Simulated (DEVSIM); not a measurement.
Structure: abrupt Si n-p junction, at 300 K.

```tsv
layer (left to right)	material	thickness (μm)	Nd (cm⁻³)	Na (cm⁻³)	τn (s)	τp (s)
1	Si	0.420	3.6e16	-	4.4e-5	4.4e-5
2	Si	21.0	-	1.5e15	4.4e-5	4.4e-5
```

Left contact: ohmic. Right contact: ohmic. Voltage is applied to the left contact. Recombination: SRH at mid-gap. Mobility is μmin + (μ − μmin)/(1 + (N/Nref)^α).

The device is made up for the run: typed textbook-type constants, with dimensions and the other settings drawn at random. Values at 300 K.

| parameter | Si |
|---|---|
| gap (eV) | 1.124 |
| affinity (eV) | 4.05 |
| permittivity | 11.7 |
| Nc (cm⁻³) | 2.86e19 |
| Nv (cm⁻³) | 3.1e19 |
| μn (cm²/Vs) | 1417 |
| μp (cm²/Vs) | 470 |
| μn,min | 52 |
| μp,min | 45 |
| Nref,n | 9.7e16 |
| Nref,p | 2.2e17 |
| αn | 0.68 |
| αp | 0.72 |

Simulated with DEVSIM: 1D drift-diffusion, Boltzmann statistics, complete ionisation; no tunnelling, impact ionisation, image-force lowering or self-heating.

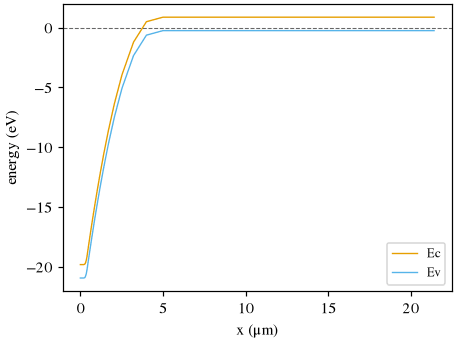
Figure: Band edges at 20.0 V on the left contact

Energies count from the Fermi level of the right contact; mesh points crowd at the junctions.

```json
[
 {"x (μm)": "0.000", "Ec (eV)": "-19.827", "Ev (eV)": "-20.951", "n (cm⁻³)": "3.6e16", "p (cm⁻³)": "3200", "field (V/cm)": "≈ 0"},
 {"x (μm)": "0.02488", "Ec (eV)": "-19.827", "Ev (eV)": "-20.951", "n (cm⁻³)": "3.6e16", "p (cm⁻³)": "2900", "field (V/cm)": "≈ 0"},
 {"x (μm)": "0.07616", "Ec (eV)": "-19.827", "Ev (eV)": "-20.951", "n (cm⁻³)": "3.6e16", "p (cm⁻³)": "2200", "field (V/cm)": "≈ 0"},
 {"x (μm)": "0.1706", "Ec (eV)": "-19.827", "Ev (eV)": "-20.951", "n (cm⁻³)": "3.5e16", "p (cm⁻³)": "1000", "field (V/cm)": "230"},
 {"x (μm)": "0.3276", "Ec (eV)": "-19.624", "Ev (eV)": "-20.748", "n (cm⁻³)": "1.4e13", "p (cm⁻³)": "< 1e2", "field (V/cm)": "44000"},
 {"x (μm)": "0.3847", "Ec (eV)": "-19.279", "Ev (eV)": "-20.403", "n (cm⁻³)": "2.2e7", "p (cm⁻³)": "< 1e2", "field (V/cm)": "76000"},
 {"x (μm)": "0.4146", "Ec (eV)": "-19.027", "Ev (eV)": "-20.151", "n (cm⁻³)": "1800", "p (cm⁻³)": "< 1e2", "field (V/cm)": "93000"},
 {"x (μm)": "0.4481", "Ec (eV)": "-18.707", "Ev (eV)": "-19.831", "n (cm⁻³)": "360", "p (cm⁻³)": "< 1e2", "field (V/cm)": "95000"},
 {"x (μm)": "0.5045", "Ec (eV)": "-18.174", "Ev (eV)": "-19.298", "n (cm⁻³)": "360", "p (cm⁻³)": "< 1e2", "field (V/cm)": "94000"},
 {"x (μm)": "0.6219", "Ec (eV)": "-17.087", "Ev (eV)": "-18.211", "n (cm⁻³)": "360", "p (cm⁻³)": "110", "field (V/cm)": "91000"},
 {"x (μm)": "0.8859", "Ec (eV)": "-14.760", "Ev (eV)": "-15.884", "n (cm⁻³)": "360", "p (cm⁻³)": "200", "field (V/cm)": "85000"},
 {"x (μm)": "1.698", "Ec (eV)": "-8.615", "Ev (eV)": "-9.739", "n (cm⁻³)": "350", "p (cm⁻³)": "600", "field (V/cm)": "66000"},
 {"x (μm)": "3.219", "Ec (eV)": "-1.223", "Ev (eV)": "-2.347", "n (cm⁻³)": "300", "p (cm⁻³)": "2700", "field (V/cm)": "31000"},
 {"x (μm)": "6.271", "Ec (eV)": "0.867", "Ev (eV)": "-0.257", "n (cm⁻³)": "7800", "p (cm⁻³)": "1.5e15", "field (V/cm)": "≈ 0"},
 {"x (μm)": "14.15", "Ec (eV)": "0.867", "Ev (eV)": "-0.257", "n (cm⁻³)": "44000", "p (cm⁻³)": "1.5e15", "field (V/cm)": "≈ 0"},
 {"x (μm)": "18.08", "Ec (eV)": "0.867", "Ev (eV)": "-0.257", "n (cm⁻³)": "62000", "p (cm⁻³)": "1.5e15", "field (V/cm)": "≈ 0"},
 {"x (μm)": "19.83", "Ec (eV)": "0.867", "Ev (eV)": "-0.257", "n (cm⁻³)": "70000", "p (cm⁻³)": "1.5e15", "field (V/cm)": "≈ 0"},
 {"x (μm)": "20.67", "Ec (eV)": "0.867", "Ev (eV)": "-0.257", "n (cm⁻³)": "74000", "p (cm⁻³)": "1.5e15", "field (V/cm)": "≈ 0"},
 {"x (μm)": "21.16", "Ec (eV)": "0.867", "Ev (eV)": "-0.257", "n (cm⁻³)": "76000", "p (cm⁻³)": "1.5e15", "field (V/cm)": "≈ 0"},
 {"x (μm)": "21.31", "Ec (eV)": "0.867", "Ev (eV)": "-0.257", "n (cm⁻³)": "77000", "p (cm⁻³)": "1.5e15", "field (V/cm)": "≈ 0"},
 {"x (μm)": "21.38", "Ec (eV)": "0.867", "Ev (eV)": "-0.257", "n (cm⁻³)": "77000", "p (cm⁻³)": "1.5e15", "field (V/cm)": "≈ 0"},
 {"x (μm)": "21.42", "Ec (eV)": "0.867", "Ev (eV)": "-0.257", "n (cm⁻³)": "77000", "p (cm⁻³)": "1.5e15", "field (V/cm)": "≈ 0"}
]
```
